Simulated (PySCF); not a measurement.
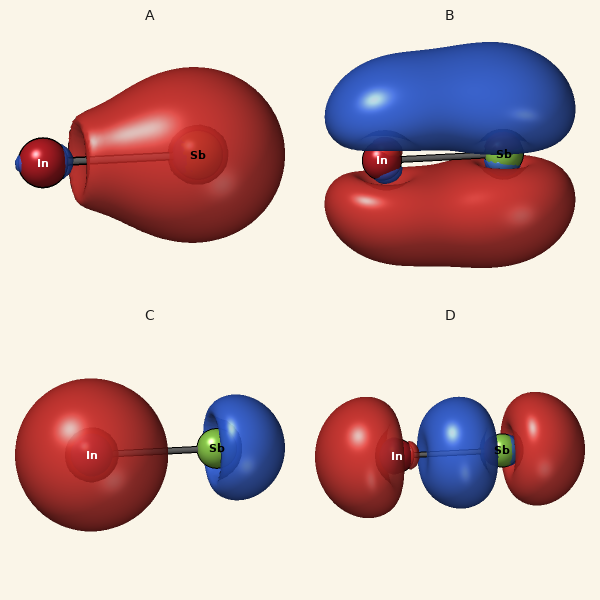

InSb (triplet). Four frontier β-spin orbitals, each drawn at the value that holds 80 % of its norm (red and blue are the two phases), in no order; of a degenerate pair one member is drawn.

Core potentials replace the inner electrons of In and Sb.

The calculation used PySCF 2.14.0, PBE0/def2-TZVPPD, non-relativistic Hamiltonian with scalar-relativistic core potentials where named, at a bond length of 2.949 Å.

**Name the orbitals and rank them from lowest to highest energy.**

Orbital A: σ, occupied in this spin, −12.92 eV; mainly on Sb (85 %).
Orbital C: σ, occupied in this spin, −9.22 eV; mainly on In (80 %).
Orbital D: σ, occupied in this spin, −4.97 eV; shared between the atoms (In 45 %, Sb 55 %).
Orbital B: π, empty in this spin, −2.97 eV; bonding, with no node between the atoms.
